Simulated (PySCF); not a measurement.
# Iodine: the same states on changed settings

These states were run before on sound settings. What differs here: radial step 1.2 in ln r (0.13 in the sound run), unsound on purpose. What does it move?

The numbers are computed with PySCF 2.14.0 (unrestricted determinants in a Gaussian basis, no spin-orbit coupling in the energies), except any that are marked as measured or tabulated.

**1. Starting point**

| Quantity | Value |
| --- | --- |
| Element | iodine (Z = 53) |
| Basis | x2c-TZVPall (8s6p4d2f, 60 functions) |
| Hamiltonian | scalar relativity by spin-free X2C-1e |
| State 1 | I: [Kr] 4d10 5s2 5p5, 2P determinant |
| State 2 | I⁺: [Kr] 4d10 5s2 5p4, high-spin 3P determinant |
| Methods | M06-2X, M06-L |

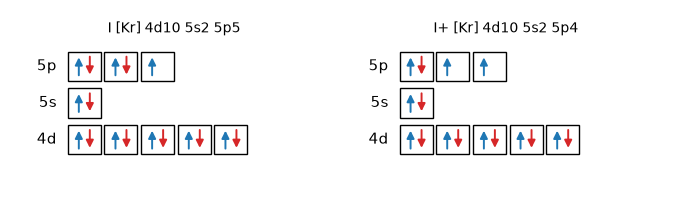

The shells outside the core, filled by Hund's rule for the drawing.

The sound run (x2c-TZVPall, scalar relativity by spin-free X2C-1e, symmetry-adapted start, fine grid, valence correlation) gave:

| species | method | energy (hartree) |
| --- | --- | --- |
| I | UHF | -7112.65994 |
| I | M06-2X | -7116.17607 |
| I | M06-L | -7115.41348 |
| I | MP2 (valence) | -7112.76720 |
| I⁺ | UHF | -7112.30763 |
| I⁺ | M06-2X | -7115.79618 |
| I⁺ | M06-L | -7115.02765 |
| I⁺ | MP2 (valence) | -7112.38985 |

The runs were made by one driver on top of PySCF. The scripts below sum up each run's settings (the driver also hands on starting orbitals that pick excited configurations, and frozen orbitals as a list rather than a count), and the logs come from the driver's own runs. The driver starts from symmetry-adapted Hartree-Fock orbitals, holds the occupation by maximum overlap and uses a logarithmic radial grid for functionals, so a plain start would take other cycles.

It was started by

```sh
$ OMP_NUM_THREADS=1 python atomrun2.py TASK.json OUT
```

The integrals over 60 functions and the set-up took 2.5 s of CPU time.

The grid is set inside the driver, so the scripts do not show it: radial step 1.2 in ln r (0.13 in the sound run).

**2. Changed run, I: the ladder of methods**

M06-2X:

Input file input.py:

```python
from pyscf import gto, scf, dft, mp, cc
import basis_set_exchange as bse
mol = gto.M(atom="I 0 0 0", charge=0, spin=1, symmetry="D2h",
            basis=gto.basis.parse(bse.get_basis("x2c-TZVPall", elements=["I"], fmt="nwchem", header=False)),
            nucmod="G")
mf = dft.UKS(mol, xc="M062X").sfx2c1e()
mf.irrep_nelec = {'Ag': (9, 9), 'B1g': (2, 2), 'B2g': (2, 2), 'B3g': (2, 2), 'B1u': (4, 4), 'B2u': (4, 4), 'B3u': (4, 3)}
mf.kernel()
```

Log:

```text
damping factor = 0
level_shift factor = 0
DIIS = <class 'pyscf.scf.diis.CDIIS'>
diis_start_cycle = 1
diis_space = 10
diis_damp = 0
SCF conv_tol = 1e-09
SCF conv_tol_grad = None
number electrons alpha = 27  beta = 26
XC functionals = M062X
    Y. Zhao and D. G. Truhlar.,  Theor. Chem. Acc. 120, 215 (2008)
    Y. Zhao and D. G. Truhlar.,  Theor. Chem. Acc. 120, 215 (2008)
cycle= 1 E= -7128.96040265379  delta_E= -0.339  |g|= 0.597  |ddm|= 1.92
cycle= 2 E= -7128.99911845432  delta_E= -0.0387  |g|= 0.354  |ddm|= 0.731
cycle= 3 E= -7129.01169756914  delta_E= -0.0126  |g|= 0.0222  |ddm|= 0.227
cycle= 4 E= -7129.01190021648  delta_E= -0.000203  |g|= 0.00953  |ddm|= 0.069
cycle= 5 E= -7129.01194185261  delta_E= -4.16e-05  |g|= 0.000854  |ddm|= 0.0199
cycle= 6 E= -7129.01194218128  delta_E= -3.29e-07  |g|= 9.88e-05  |ddm|= 0.00233
cycle= 7 E= -7129.01194218783  delta_E= -6.56e-09  |g|= 1.42e-05  |ddm|= 0.000368
cycle= 8 E= -7129.01194218794  delta_E= -1.11e-10  |g|= 1.34e-06  |ddm|= 5.16e-05
converged SCF energy = -7129.01194218794  <S^2> = 0.7549441  2S+1 = 2.004938
```

Time after the integrals: 0.62 s (1 thread of Neoverse-N1, shared host).

The occupied shells:

| shell | electrons | mean orbital energy (eV) | spread (eV) | rms radius (bohr) |
| --- | --- | --- | --- | --- |
| 1s α | 1 | -33163.5 | 0 | 0.0311 |
| 1s β | 1 | -33163.5 | 0 | 0.0311 |
| 2s β | 1 | -5173.9 | 0 | 0.127 |
| 2s α | 1 | -5173.9 | 0 | 0.127 |
| 2p α | 3 | -4658.5 | 0.056 | 0.113 |
| 2p β | 3 | -4658.5 | 0.015 | 0.113 |
| 3s α | 1 | -1096.5 | 0 | 0.330 |
| 3s β | 1 | -1096.5 | 0 | 0.330 |
| 3p α | 3 | -921.65 | 0.145 | 0.331 |
| 3p β | 3 | -921.62 | 0.069 | 0.331 |
| 3d α | 5 | -648.73 | 0.126 | 0.311 |
| 3d β | 5 | -648.72 | 0.103 | 0.311 |
| 4s α | 1 | -210.42 | 0 | 0.807 |
| 4s β | 1 | -210.31 | 0 | 0.807 |
| 4p α | 3 | -156.10 | 0.400 | 0.863 |
| 4p β | 3 | -155.96 | 0.003 | 0.863 |
| 4d α | 5 | -71.962 | 0.443 | 0.980 |
| 4d β | 5 | -71.840 | 0.140 | 0.980 |
| 5s α | 1 | -22.845 | 0 | 2.30 |
| 5s β | 1 | -21.793 | 0 | 2.30 |
| 5p α | 3 | -12.438 | 1.009 | 3.04 |
| 5p β | 2 | -11.748 | 0 | 3.04 |

⟨S²⟩ = 0.755, ⟨L²⟩ = 2.02.

M06-L:

Changes to input.py:

```diff
@@ -5,3 +5,3 @@
             nucmod="G")
-mf = dft.UKS(mol, xc="M062X").sfx2c1e()
+mf = dft.UKS(mol, xc="M06L").sfx2c1e()
 mf.irrep_nelec = {'Ag': (9, 9), 'B1g': (2, 2), 'B2g': (2, 2), 'B3g': (2, 2), 'B1u': (4, 4), 'B2u': (4, 4), 'B3u': (4, 3)}
```

Log:

```text
damping factor = 0
level_shift factor = 0
DIIS = <class 'pyscf.scf.diis.CDIIS'>
diis_start_cycle = 1
diis_space = 10
diis_damp = 0
SCF conv_tol = 1e-09
SCF conv_tol_grad = None
number electrons alpha = 27  beta = 26
XC functionals = M06L
    Y. Zhao and D. G. Truhlar.,  J. Chem. Phys. 125, 194101 (2006)
    Y. Zhao and D. G. Truhlar.,  J. Chem. Phys. 125, 194101 (2006)
    Y. Zhao and D. G. Truhlar.,  Theor. Chem. Acc. 120, 215 (2008)
cycle= 1 E= -7152.16021790101  delta_E= -2.32  |g|= 1.49  |ddm|= 7.48
cycle= 2 E= -7152.39731784395  delta_E= -0.237  |g|= 0.994  |ddm|= 5.32
cycle= 3 E= -7152.64161582454  delta_E= -0.244  |g|= 0.0916  |ddm|= 1.92
cycle= 4 E= -7152.64695585539  delta_E= -0.00534  |g|= 0.0252  |ddm|= 0.373
cycle= 5 E= -7152.64734626887  delta_E= -0.00039  |g|= 0.00667  |ddm|= 0.115
cycle= 6 E= -7152.6473759243  delta_E= -2.97e-05  |g|= 0.000518  |ddm|= 0.0345
cycle= 7 E= -7152.64737605611  delta_E= -1.32e-07  |g|= 0.000144  |ddm|= 0.00204
cycle= 8 E= -7152.64737607032  delta_E= -1.42e-08  |g|= 4.95e-05  |ddm|= 0.000843
cycle= 9 E= -7152.64737607235  delta_E= -2.03e-09  |g|= 2.79e-06  |ddm|= 0.000209
cycle= 10 E= -7152.64737607235  delta_E= -9.09e-13  |g|= 1.62e-07  |ddm|= 1.17e-05
converged SCF energy = -7152.64737607235  <S^2> = 0.77840811  2S+1 = 2.0282092
```

Time after the integrals: 0.56 s (1 thread of Neoverse-N1, shared host).

**3. Changed run, I⁺**

M06-2X:

Input file input.py:

```python
from pyscf import gto, scf, dft, mp, cc
import basis_set_exchange as bse
mol = gto.M(atom="I 0 0 0", charge=1, spin=2, symmetry="D2h",
            basis=gto.basis.parse(bse.get_basis("x2c-TZVPall", elements=["I"], fmt="nwchem", header=False)),
            nucmod="G")
mf = dft.UKS(mol, xc="M062X").sfx2c1e()
mf.irrep_nelec = {'Ag': (9, 9), 'B1g': (2, 2), 'B2g': (2, 2), 'B3g': (2, 2), 'B1u': (4, 3), 'B2u': (4, 4), 'B3u': (4, 3)}
mf.kernel()
```

Log:

```text
damping factor = 0
level_shift factor = 0
DIIS = <class 'pyscf.scf.diis.CDIIS'>
diis_start_cycle = 1
diis_space = 10
diis_damp = 0
SCF conv_tol = 1e-09
SCF conv_tol_grad = None
number electrons alpha = 27  beta = 25
XC functionals = M062X
    Y. Zhao and D. G. Truhlar.,  Theor. Chem. Acc. 120, 215 (2008)
    Y. Zhao and D. G. Truhlar.,  Theor. Chem. Acc. 120, 215 (2008)
cycle= 1 E= -7128.48284579173  delta_E= -0.265  |g|= 0.578  |ddm|= 2.12
cycle= 2 E= -7128.51457314854  delta_E= -0.0317  |g|= 0.391  |ddm|= 0.923
cycle= 3 E= -7128.53368173846  delta_E= -0.0191  |g|= 0.0337  |ddm|= 0.293
cycle= 4 E= -7128.53566373619  delta_E= -0.00198  |g|= 0.0239  |ddm|= 0.142
cycle= 5 E= -7128.53645637601  delta_E= -0.000793  |g|= 0.00924  |ddm|= 0.168
cycle= 6 E= -7128.53651739657  delta_E= -6.1e-05  |g|= 0.00368  |ddm|= 0.0454
cycle= 7 E= -7128.53653521287  delta_E= -1.78e-05  |g|= 0.00153  |ddm|= 0.0147
cycle= 8 E= -7128.53653655183  delta_E= -1.34e-06  |g|= 0.00125  |ddm|= 0.0149
cycle= 9 E= -7128.53653840866  delta_E= -1.86e-06  |g|= 6.85e-05  |ddm|= 0.00632
cycle= 10 E= -7128.53653841519  delta_E= -6.53e-09  |g|= 1.96e-05  |ddm|= 0.000308
cycle= 11 E= -7128.5365384157  delta_E= -5.07e-10  |g|= 5.23e-06  |ddm|= 0.000129
converged SCF energy = -7128.5365384157  <S^2> = 2.0039249  2S+1 = 3.0026154
```

It took 0.87 s on 1 thread of Neoverse-N1, shared host, the integrals not counted.

Orbital energies by shell (radii are means over both spins):

| shell | electrons | mean orbital energy (eV) | spread (eV) | rms radius (bohr) |
| --- | --- | --- | --- | --- |
| 1s α | 1 | -33171.9 | 0 | 0.0311 |
| 1s β | 1 | -33171.9 | 0 | 0.0311 |
| 2s α | 1 | -5182.2 | 0 | 0.127 |
| 2s β | 1 | -5182.2 | 0 | 0.127 |
| 2p α | 3 | -4666.9 | 0.067 | 0.113 |
| 2p β | 3 | -4666.9 | 0.017 | 0.113 |
| 3s α | 1 | -1104.9 | 0 | 0.330 |
| 3s β | 1 | -1104.9 | 0 | 0.330 |
| 3p α | 3 | -930.02 | 0.172 | 0.331 |
| 3p β | 3 | -929.96 | 0.081 | 0.331 |
| 3d α | 5 | -657.09 | 0.150 | 0.311 |
| 3d β | 5 | -657.07 | 0.122 | 0.311 |
| 4s α | 1 | -218.88 | 0 | 0.807 |
| 4s β | 1 | -218.59 | 0 | 0.807 |
| 4p α | 3 | -164.57 | 0.457 | 0.863 |
| 4p β | 3 | -164.21 | 0.016 | 0.863 |
| 4d α | 5 | -80.418 | 0.499 | 0.980 |
| 4d β | 5 | -80.107 | 0.144 | 0.980 |
| 5s α | 1 | -31.115 | 0 | 2.24 |
| 5s β | 1 | -29.075 | 0 | 2.24 |
| 5p α | 3 | -19.983 | 1.052 | 2.92 |
| 5p β | 1 | -18.649 | 0 | 2.92 |

⟨S²⟩ = 2.004, ⟨L²⟩ = 2.01.

M06-L:

Changes to input.py:

```diff
@@ -5,3 +5,3 @@
             nucmod="G")
-mf = dft.UKS(mol, xc="M062X").sfx2c1e()
+mf = dft.UKS(mol, xc="M06L").sfx2c1e()
 mf.irrep_nelec = {'Ag': (9, 9), 'B1g': (2, 2), 'B2g': (2, 2), 'B3g': (2, 2), 'B1u': (4, 3), 'B2u': (4, 4), 'B3u': (4, 3)}
```

Log:

```text
damping factor = 0
level_shift factor = 0
DIIS = <class 'pyscf.scf.diis.CDIIS'>
diis_start_cycle = 1
diis_space = 10
diis_damp = 0
SCF conv_tol = 1e-09
SCF conv_tol_grad = None
number electrons alpha = 27  beta = 25
XC functionals = M06L
    Y. Zhao and D. G. Truhlar.,  J. Chem. Phys. 125, 194101 (2006)
    Y. Zhao and D. G. Truhlar.,  J. Chem. Phys. 125, 194101 (2006)
    Y. Zhao and D. G. Truhlar.,  Theor. Chem. Acc. 120, 215 (2008)
cycle= 1 E= -7151.61934449439  delta_E= -2.25  |g|= 1.44  |ddm|= 6.72
cycle= 2 E= -7151.8691257158  delta_E= -0.25  |g|= 0.92  |ddm|= 4.32
cycle= 3 E= -7152.02511312018  delta_E= -0.156  |g|= 0.0425  |ddm|=  1.5
cycle= 4 E= -7152.02659307824  delta_E= -0.00148  |g|= 0.0167  |ddm|= 0.211
cycle= 5 E= -7152.02682177298  delta_E= -0.000229  |g|= 0.00477  |ddm|=  0.1
cycle= 6 E= -7152.02684770903  delta_E= -2.59e-05  |g|= 0.000701  |ddm|= 0.0349
cycle= 7 E= -7152.02684847048  delta_E= -7.61e-07  |g|= 0.000219  |ddm|= 0.0042
cycle= 8 E= -7152.02684854778  delta_E= -7.73e-08  |g|= 6.2e-05  |ddm|= 0.00117
cycle= 9 E= -7152.02684855576  delta_E= -7.98e-09  |g|= 1.09e-05  |ddm|= 0.000369
cycle= 10 E= -7152.02684855596  delta_E= -1.98e-10  |g|= 1.67e-06  |ddm|= 6.44e-05
converged SCF energy = -7152.02684855596  <S^2> = 2.0217979  2S+1 = 3.0144969
```

Time after the integrals: 0.59 s (1 thread of Neoverse-N1, shared host).

**4. Against the sound run**

| species | method | converged | energy less sound run (eV) |
| --- | --- | --- | --- |
| I | M06-2X | yes | -349.2819 |
| I | M06-L | yes | -1013.1860 |
| I⁺ | M06-2X | yes | -346.6828 |
| I⁺ | M06-L | yes | -1006.7994 |

Ionisation energy of I:

| method | sound run (eV) | changed run (eV) | shift (eV) |
| --- | --- | --- | --- |
| UHF | 9.587 | 9.587 | +0.000 |
| M06-2X | 10.337 | 12.936 | +2.599 |
| M06-L | 10.499 | 16.885 | +6.387 |

**5. What came out**

```
                                 quantity                                            value
                                   change  radial step 1.2 in ln r (0.13 in the sound run)
                           runs converged                                           4 of 4
largest shift of a converged total energy                                          1010 eV
   largest shift of the ionisation energy                                +6.387 eV (M06-L)
```

The ionisation energy moves by up to 6.39 eV, at M06-L. A coarse radial grid mis-integrates the density and the exchange-correlation energy, with errors of either sign; Hartree-Fock needs no grid. The setting is unsound on purpose, so these numbers are no properties of the atom.
